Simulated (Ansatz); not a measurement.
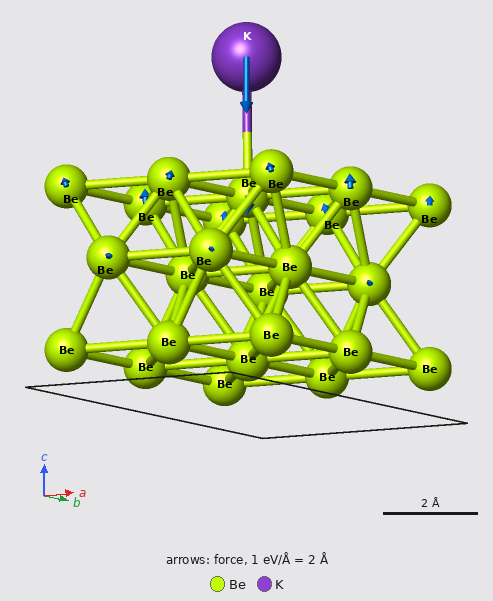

Starting geometry of a slab of composition KBe18 with the computed forces as blue arrows. A ball-and-stick model of the cell of the calculation, outlined in the plane, without the vacuum (origin shifted), seen from a free direction.

It is K on Be(0001), set down by a guess. The run prepares an end point of a later path (adatom hop) calculation, from a guessed geometry. 6 atoms are held fixed.

Level of theory: Ansatz, DFT LDA, scalar-relativistic, plane waves, PAW.

Input
```yaml
crystal:
  lattice:
    - [4.58, 0.0, 0.0]
    - [3.435, 5.949595, 0.0]
    - [0.0, 0.0, 15.58843]
  atoms:
    - { symbol: Be, position: [0.0, 0.0, 0.0641501] }
    - { symbol: Be, position: [0.5, 0.0, 0.0641501] }
    - { symbol: Be, position: [0.0, 0.3333333, 0.0641501] }
    - { symbol: Be, position: [0.5, 0.3333333, 0.0641501] }
    - { symbol: Be, position: [0.0, 0.6666667, 0.0641501] }
    - { symbol: Be, position: [0.5, 0.6666667, 0.0641501] }
    - { symbol: Be, position: [-0.1666667, 0.2222222, 0.1792493] }
    - { symbol: Be, position: [0.3333333, 0.2222222, 0.1792493] }
    - { symbol: Be, position: [-0.1666667, 0.5555556, 0.1792493] }
    - { symbol: Be, position: [0.3333333, 0.5555556, 0.1792493] }
    - { symbol: Be, position: [-0.1666667, 0.8888889, 0.1792493] }
    - { symbol: Be, position: [0.3333333, 0.8888889, 0.1792493] }
    - { symbol: Be, position: [0.0, 0.0, 0.2943484] }
    - { symbol: Be, position: [0.5, 0.0, 0.2943484] }
    - { symbol: Be, position: [0.0, 0.3333333, 0.2943484] }
    - { symbol: Be, position: [0.5, 0.3333333, 0.2943484] }
    - { symbol: Be, position: [0.0, 0.6666667, 0.2943484] }
    - { symbol: Be, position: [0.5, 0.6666667, 0.2943484] }
    - { symbol: K, position: [-0.0097384, 0.6683213, 0.4900064] }
basis:
  ecutwfc: 420.0
kpoints:
  mp_grid: { grid: [4, 3, 1] }
hamiltonian:
  xc: lda
scf:
  occupations: { method: fermi_dirac, width: 0.05 }
  lower_state_search: "off"
relax:
  f_tol: 0.03
  max_steps: 60
  adjacent_minimum: "off"
  constraints: [{ sites: [0, 1, 2, 3, 4, 5] }]
```

Command:
```bash
ansatz run input.yaml --threads 1 --pin off --max-ram 3072MiB --backend cpu --events-out ev --progress --plain --runs-dir out
```

### What follows when this structure is relaxed?

It isn't relaxed: the largest force vector, on K19, is 0.62 eV/Å. The atoms end up moving mostly along the starting forces (cosine between the two patterns 0.93). The atom that moves furthest is K19 (0.42 Å along the normal (−c)). By element the largest moves are K 0.42 Å, Be 0.13 Å. The cell doesn't change. Among the contacts that change: Be17–K19 3.050 → 2.759 Å, Be10–Be17 2.229 → 2.151 Å, Be11–Be17 2.229 → 2.161 Å, Be9–Be11 2.290 → 2.326 Å. Over 3 accepted moves (4 points after the start) the energy falls by 0.184 eV per cell of the calculation. Largest force component: 0.62 eV/Å at the start, 0.029 eV/Å at the end. 1 step only repeated the SCF at the same geometry.

Limits of the set-up: the periodic images lie only 4.6 Å apart, so the values are limited by the cell's size.
